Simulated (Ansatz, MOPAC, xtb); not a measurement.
A ladder of methods for LiCl (SMILES [Li][Cl])

LiCl, singlet, SMILES `[Li][Cl]`. Each level relaxes the structure for itself.

Quantity: the harmonic wavenumber, in cm⁻¹. The values are calculated.

**What was measured.** Huber and Herzberg, Constants of Diatomic Molecules gives the harmonic wavenumber of the gas as 643 cm⁻¹.

```json
{"level": "MNDO", "kind": "semi-empirical", "program": "MOPAC", "value (cm⁻¹)": "675", "computed − measured": "+32"}
{"level": "PM6-D3H4", "kind": "semi-empirical", "program": "MOPAC", "value (cm⁻¹)": "638", "computed − measured": "-5"}
{"level": "PM6-DH+", "kind": "semi-empirical", "program": "MOPAC", "value (cm⁻¹)": "638", "computed − measured": "-5"}
{"level": "GFN2-xTB", "kind": "semi-empirical", "program": "xtb", "value (cm⁻¹)": "653", "computed − measured": "+10"}
{"level": "SVWN5/def2-TZVP", "kind": "LDA", "program": "Ansatz", "value (cm⁻¹)": "659", "computed − measured": "+16"}
{"level": "r2SCAN/def2-TZVP", "kind": "meta-GGA", "program": "Ansatz", "value (cm⁻¹)": "646", "computed − measured": "+3"}
{"level": "B3LYP-D4/def2-TZVP", "kind": "global hybrid", "program": "Ansatz", "value (cm⁻¹)": "650", "computed − measured": "+7"}
{"level": "PBE0-D4/def2-TZVP", "kind": "global hybrid", "program": "Ansatz", "value (cm⁻¹)": "656", "computed − measured": "+13"}
{"level": "wB97X-V/def2-TZVP", "kind": "range-separated hybrid", "program": "Ansatz", "value (cm⁻¹)": "655", "computed − measured": "+12"}
{"level": "CCSD(T)/def2-TZVP", "kind": "coupled cluster or CI", "program": "Ansatz", "value (cm⁻¹)": "651", "computed − measured": "+8"}
```

Nearest: r2SCAN/def2-TZVP (+3 cm⁻¹); farthest: MNDO (+32 cm⁻¹). Computed less measured by kind, in cm⁻¹ (def2-TZVP rows): semi-empirical -5 to +32; LDA +16; meta-GGA +3; global hybrid +7 to +13; range-separated hybrid +12; coupled cluster or CI +8. Harmonic and unscaled.

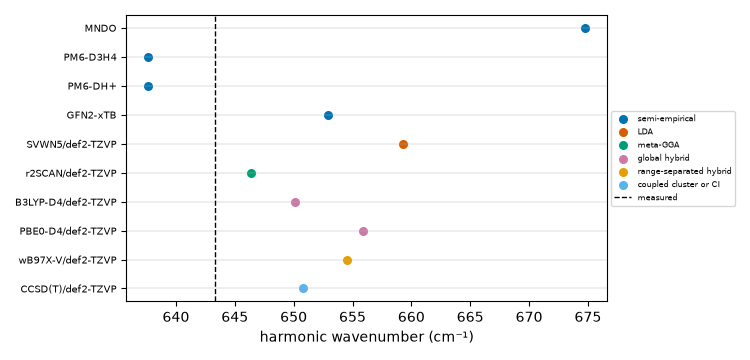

The values of the table, level by level.
